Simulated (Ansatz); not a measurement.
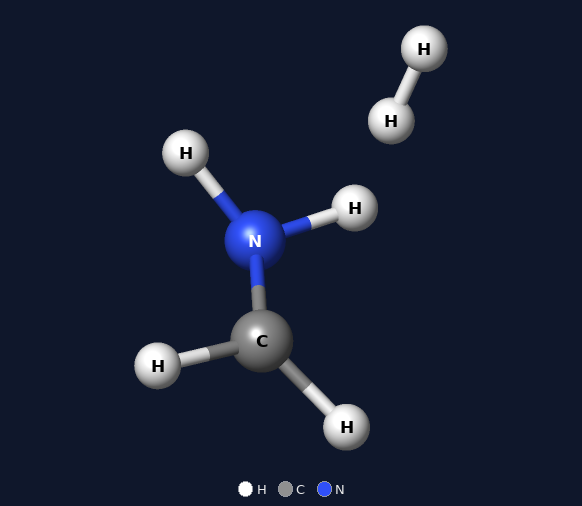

The species is neutral and a spin doublet. Harmonic vibrations computed with UKS PBE0-D4/def2-TZVP (Ansatz 0.2.0) at a stationary point of the same level.

Minimum or transition state?

A minimum: no imaginary frequency, and the lowest mode lies at 38 cm⁻¹.

List the wavenumbers.

18 modes: 38, 63, 154, 302, 336, 453, 605, 680, 938, 1252, 1325, 1479, 1653, 3167, 3279, 3571, 3674, 4344 cm⁻¹.
